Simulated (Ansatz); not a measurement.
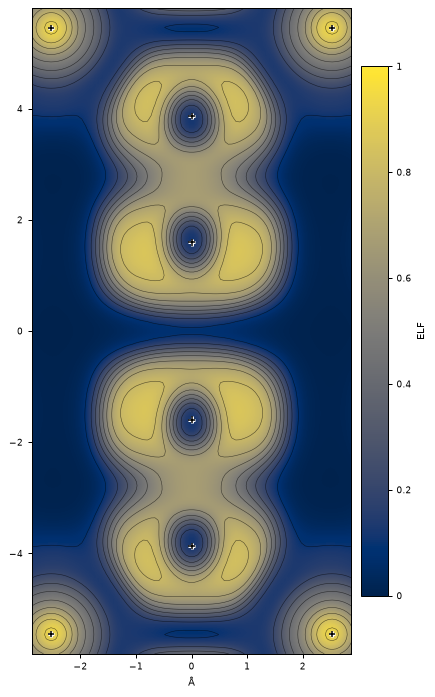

The ELF on a plane through atoms (crosses mark nuclei in the plane).

Theory: DFT PBE, scalar-relativistic, plane waves, PAW in Ansatz 0.2.0.

Candidates:
A. ZrTi$_{2}$B$_{3}$, a = 3.33 Å, b = 3.33 Å, c = 7.93 Å, α = 90.00°, β = 90.00°, γ = 120.00°. Space group P-3m1; a generated structure, not necessarily the stable one; computed without spin polarisation.
B. CdSe$_{4}$, a = 5.05 Å, b = 5.05 Å, c = 10.91 Å, α = 90.00°, β = 90.00°, γ = 90.00°. Space group I4/mmm; a generated structure, not necessarily the stable one.
C. TaH$_{4}$, a = 3.03 Å, b = 3.03 Å, c = 11.36 Å, α = 90.00°, β = 90.00°, γ = 90.00°. Space group I4/mmm; a generated structure, not necessarily the stable one; computed without spin polarisation.

Which system is this?

Answer. Candidate B: CdSe$_{4}$ on the (010) plane of the conventional cell, which holds Cd and Se. Se–Se (2.27 Å): the ELF peaks at about 0.65 between the atoms. Cd–Se (2.99 Å): the ELF is about 0.25 at the midpoint and 0.15 at its lowest between the atoms.
